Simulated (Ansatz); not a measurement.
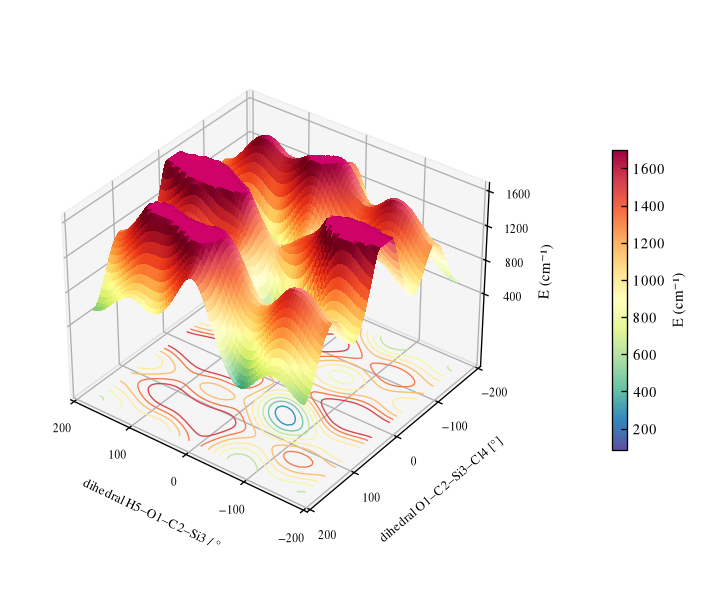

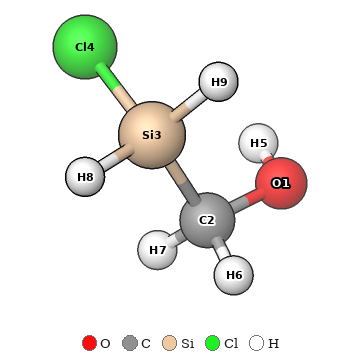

Energy landscape of CH5ClOSi, SMILES OC[SiH2]Cl. Coordinates scanned: (1) dihedral H5–O1–C2–Si3; (2) dihedral O1–C2–Si3–Cl4. Nothing is relaxed (all other coordinates rigid). The grid has 10 × 10 points. Points are written as (first, second). All energies are given in cm⁻¹ relative to the relaxed molecule at the same level. Computed with Ansatz, RKS PBE0-D4/def2-TZVP.

Drawn: a relief with its contours projected below, any walls above the top of the colour scale cut off. Between grid points the surface is interpolated. The second picture is the structure at the lowest point.

### Describe this landscape.

The lowest grid point is at (−72°, 72°), 234 cm⁻¹ from the relaxed molecule at the same level. The bottom of the well lies between grid points, at about (−55°, 55°), about 150 cm⁻¹ lower on the interpolated surface. Higher local minima lie near (−72°, −180°) (203 cm⁻¹ above the lowest at that grid point); (36°, −36°) (300 cm⁻¹ above the lowest at that grid point); (−180°, −180°) (343 cm⁻¹ above the lowest at that grid point). The highest grid point, (108°, 0°), lies 2070 cm⁻¹ above the lowest. On the interpolated surface the easiest way out of the lowest well to the well at (−72°, −180°) passes a barrier of about 1000 cm⁻¹, counted from the interpolated bottom of the well. Round the minimum the valley is somewhat tilted: raising dihedral H5–O1–C2–Si3 shifts the best value of dihedral O1–C2–Si3–Cl4 downwards (coupling k₁₂/√(k₁₁k₂₂) about 0.5).

The values on the grid:

```
dihedral O1–C2–Si3–Cl4 ↓, dihedral H5–O1–C2–Si3 →  −180  −144  −108   −72   −36     0    36    72   108   144
                                              144  1025  1253  1196   852  1045  1676  1763  1523  1470  1198
                                              108  1221  1352  1312  1044  1290  1685  1725  1723  1817  1526
                                               72   842   891   694   234   501  1191  1166  1147  1319  1122
                                               36  1287  1438  1212   491   252   992  1455  1534  1671  1474
                                                0  1902  2089  2033  1530  1176  1168  1495  1950  2304  2135
                                              −36  1243  1387  1368  1089  1118   964   535   874  1443  1442
                                              −72   852  1083  1058   746   887  1232   839   664   972   947
                                             −108  1236  1494  1558  1318  1433  1725  1647  1494  1605  1416
                                             −144   978  1114  1170  1071  1408  1637  1337  1250  1435  1254
                                             −180   577   723   660   437   839  1441  1153   853   921   761
```

Each point was launched as `ansatz run input.yaml --threads 1 --pin off --max-ram 2560MiB --backend cpu --events-out ev --progress --plain --runs-dir out`. The whole map (100 points run) took 7.2 min on 1 thread of Intel(R) Xeon(R) 6975P-C (Granite Rapids), on a shared host.
